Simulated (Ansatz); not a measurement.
System: C3H3FO2Sn (SMILES [F][Sn-]1[O]C=CC=[O+]1).

Input file:

```
crystal:
  periodic: [false, false, false]
  atoms:
    - {symbol: C, position_ang: [1.240173, 1.198123, -1.058956]}
    - {symbol: C, position_ang: [0.684366, -0.049430, -1.357070]}
    - {symbol: C, position_ang: [-0.389312, -0.243983, -2.230886]}
    - {symbol: F, position_ang: [-1.999131, 2.611603, -0.900791]}
    - {symbol: O, position_ang: [0.867123, 2.331968, -1.473162]}
    - {symbol: O, position_ang: [-1.051416, 0.634009, -2.853048]}
    - {symbol: Sn, position_ang: [-0.976718, 2.806039, -2.561259]}
    - {symbol: H, position_ang: [2.125176, 1.206048, -0.393989]}
    - {symbol: H, position_ang: [1.141927, -0.931375, -0.908024]}
    - {symbol: H, position_ang: [-0.695510, -1.290352, -2.422753]}
basis:
  gaussian:
    orbitals: def2-SVPD
hamiltonian:
  xc: pbe0
output: {forces: true, orbitals: {seedname: orbitals}}
```

Launched as:

```sh
ansatz run input.yaml --threads 2 --pin off --max-ram 5220MiB --events-out events.jsonl --progress --plain --runs-dir runs
```

Geometry: PBE0-D4/def2-SVP; core potentials replace the inner electrons of Sn.

Computed with isolated molecule in a Gaussian basis; Kohn-Sham density functional theory, functional PBE0 (Ansatz 0.2.0).

**What can the converged electron density and electron localisation function tell about the bonding?**

C–O (1.26 Å): ρ is about 2.9 e/Å³ halfway; the ELF peaks at about 0.85 between the atoms; a polar covalent bond.
C–C (1.40 Å): ρ at the midpoint is about 2.1 e/Å³; the ELF peaks at about 0.95 between the atoms; localised, covalent bonding.
C–H (1.09 Å): ρ is about 1.9 e/Å³ halfway; the ELF climbs to about 1 towards the hydrogen, as it does in any bond to H; a covalent bond by its length.

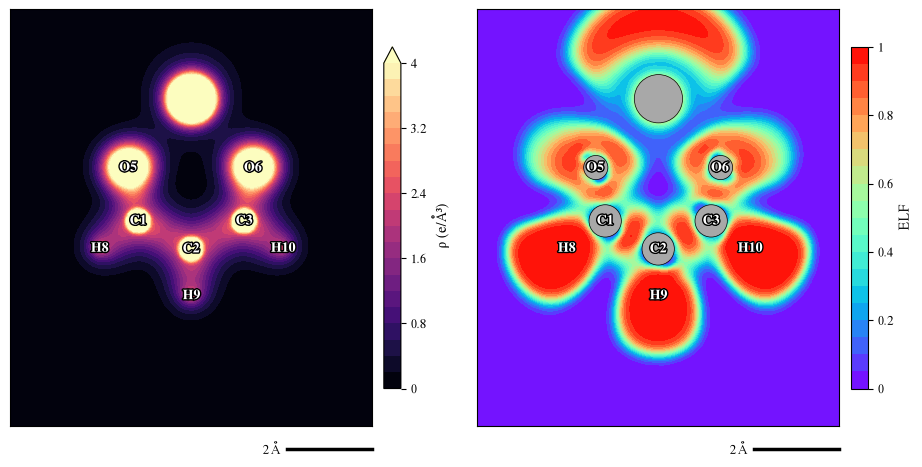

Computed electron density and electron localisation function on the plane of atoms C2, C1 and O5, in this order. Grey discs cover the atomic cores in the ELF map. 
